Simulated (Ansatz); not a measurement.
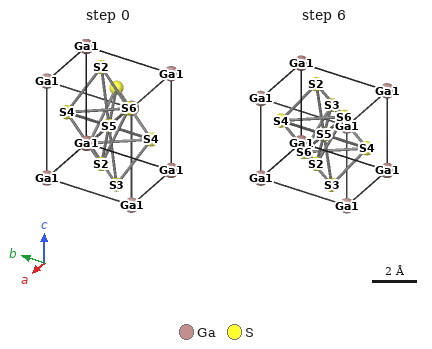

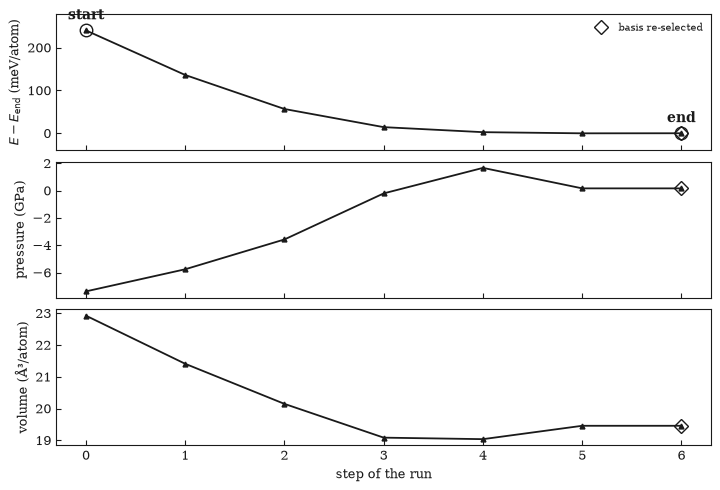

First and last geometry of a relaxation of crystalline GaS5 (a generated structure, set up in P6/mmm) (coarse preliminary run), with the history of the run. The picture is a ball-and-stick view of the cell of the calculation, seen from a free direction.

All numbers below come from DFT PBE, scalar-relativistic, plane waves, PAW (Ansatz). Settings: plane-wave cutoff 420 eV; k-point mesh 3 × 3 × 4; occupations gaussian; smearing width 0.1 eV; no spin polarisation; cell and atoms relaxed; force threshold 0.04 eV/Å; at most 70 steps.

> Did the run converge, and what did it change?

It converged. The energy falls by 240 meV per atom in 5 accepted moves (6 points after the start). All forces vanish by symmetry, so only the cell relaxes. Pressure: −7.38 GPa at the start and 0.16 GPa at the end. At 1 point the geometry stayed and the basis and grid were re-selected for the new cell (energy shift of 0.2 meV per atom at most each time). No atom moves by more than 0.005 Å relative to the cell. The drawn cell changes as follows: a = b 5.843 → 5.935 Å (+1.6 %), c 4.652 → 3.827 Å (−17.7 %); the volume changes by −15.1 %. Among the contacts that change: S2–S4 2.873 → 2.568 Å, S4–S5 2.921 → 2.967 Å. The space group stays P6/mmm (No. 191). Cost: 33 s on 1 thread of Intel(R) Xeon(R) Processor @ 2.50GHz (Skylake/Cascade Lake) (shared host), peak memory 0.41 GiB.
